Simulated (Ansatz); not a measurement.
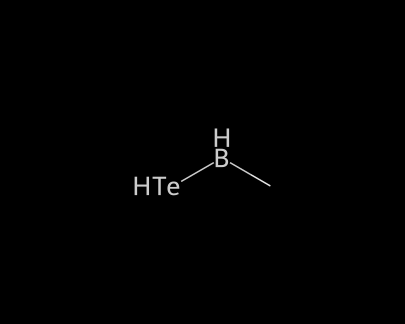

A structural formula.

**Transcribe the drawing into SMILES.**

CB[TeH]

**Give the formula, hydrogens included.**

CH5BTe.

**An optimisation with PBE0-D4/def2-TZVP gave a structure of which point group?**

Cs.

The parts below concern this one geometry. Atoms keep their numbers from picture to picture. Computed geometry: PBE0-D4/def2-TZVP optimisation. No frequency run is at hand to confirm it as a minimum.

**Geometry**

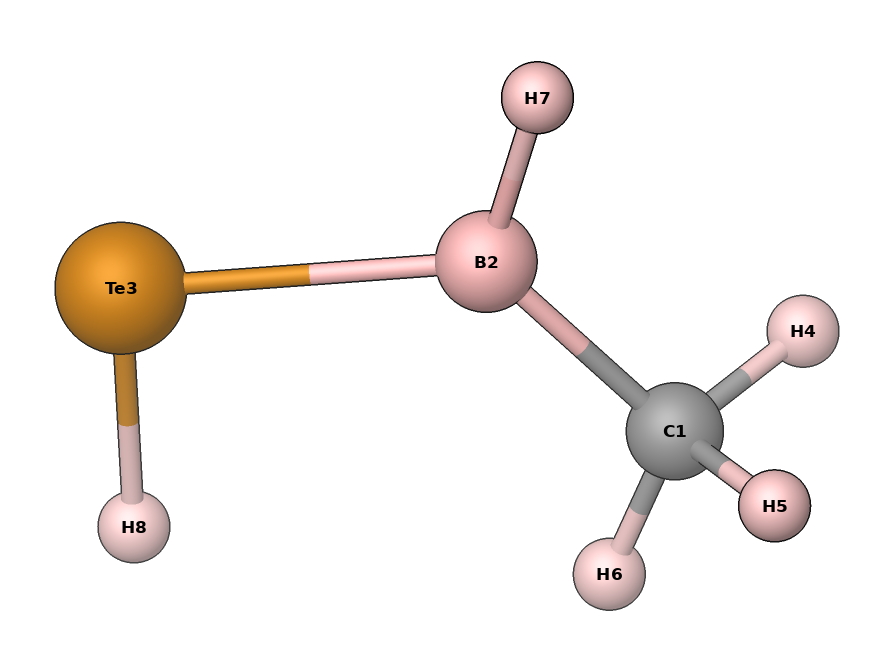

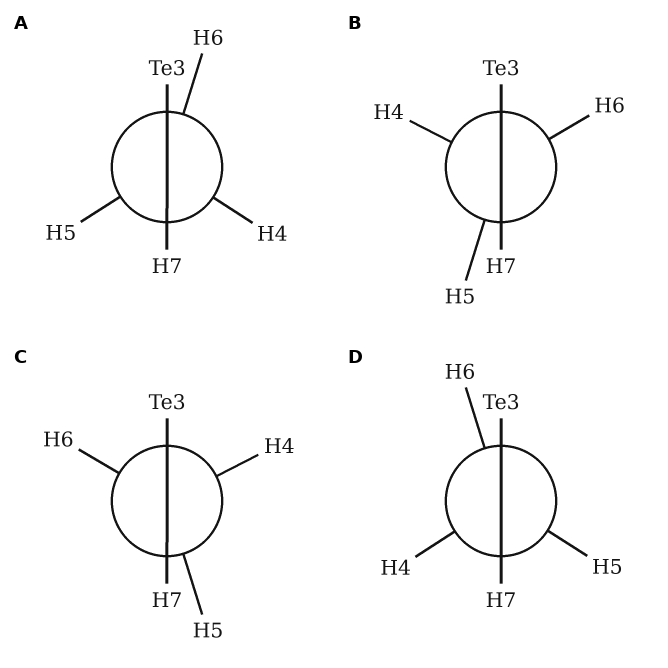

Distant atoms are faded towards the background colour. Bonds that would overlap in a projection are set slightly apart. No frequency run is at hand to confirm it as a minimum.

**Which Newman projection shows the view along B2–C1, with B2 in front?**

A. The torsion angle Te3–B2–C1–H4 is 123°, anticlinal.

**Electronic properties**

No frequency run is at hand to confirm it as a minimum. Level of theory: RKS PBE0-D4/def2-TZVPP, core potentials on Te (Ansatz 0.2.0).

What does the calculation give?

- HOMO energy (Kohn–Sham orbital): −6.90 eV
- LUMO energy (Kohn–Sham orbital): −1.20 eV
- HOMO–LUMO gap: 5.70 eV
- dispersion correction: −11.8 kJ/mol

**Charges**

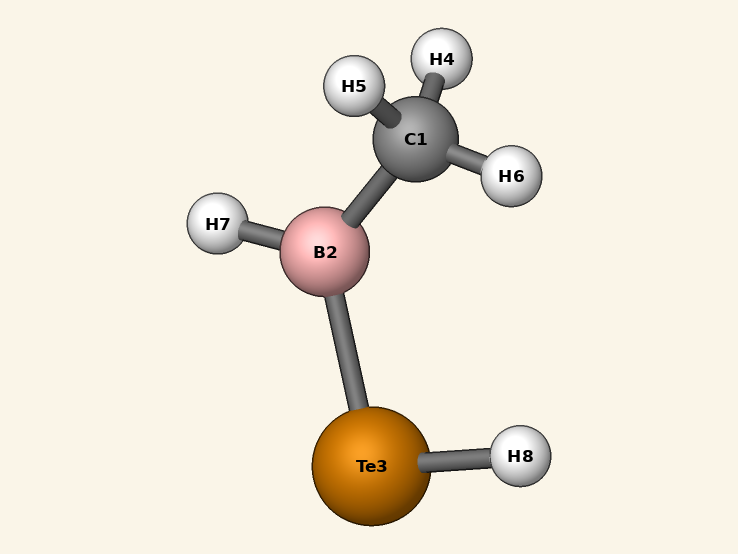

The questions are on Mulliken charges. No frequency run is at hand to confirm it as a minimum. Method: RKS PBE0-D4/def2-TZVP, core potentials on Te (Ansatz 0.2.0).

**Which atom carries the highest charge (most positive or least negative)?**

H4, H5 (0.14 e).

**And the lowest?**

C1 (−0.41 e).

List the Mulliken charges.

```json
{"atom": "C1", "value (e)": "−0.41"}
{"atom": "B2", "value (e)": "−0.08"}
{"atom": "Te3", "value (e)": "0.00"}
{"atom": "H4", "value (e)": "0.14"}
{"atom": "H5", "value (e)": "0.14"}
{"atom": "H6", "value (e)": "0.13"}
{"atom": "H7", "value (e)": "0.02"}
{"atom": "H8", "value (e)": "0.05"}
```

**Dipole moment**

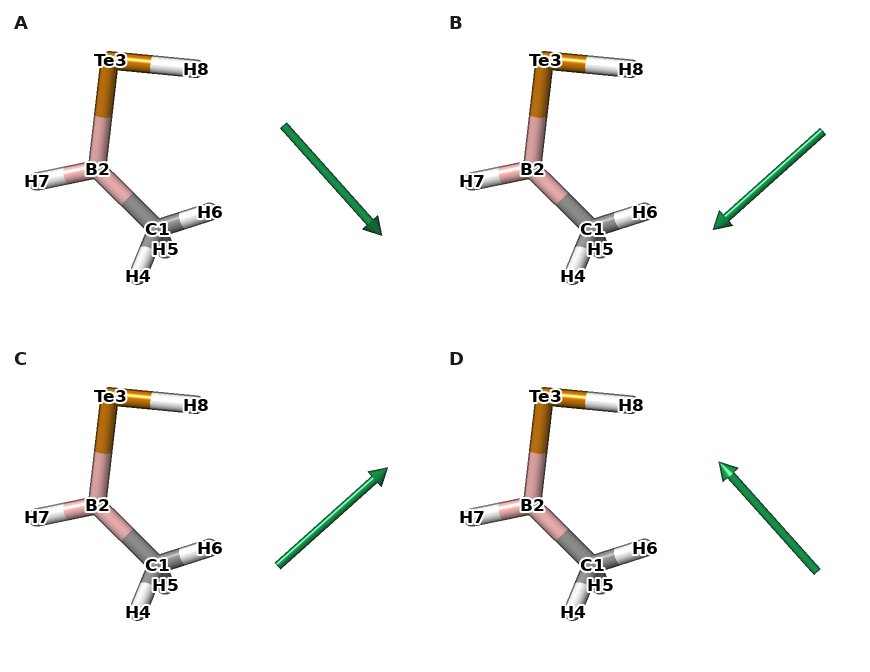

The same molecule four times, each with an arrow. No frequency run is at hand to confirm it as a minimum. Properties computed with RKS PBE0-D4/def2-TZVP, core potentials on Te (Ansatz 0.2.0).

**Which arrow points along the dipole moment, from the negative to the positive end?**

A. The dipole moment is 0.84 D; it points from the side of Te3 to the side of H4, H5, H6 (the outermost atoms at the two ends).

Mulliken values depend strongly on the basis set and can even reverse the polarity of a bond.
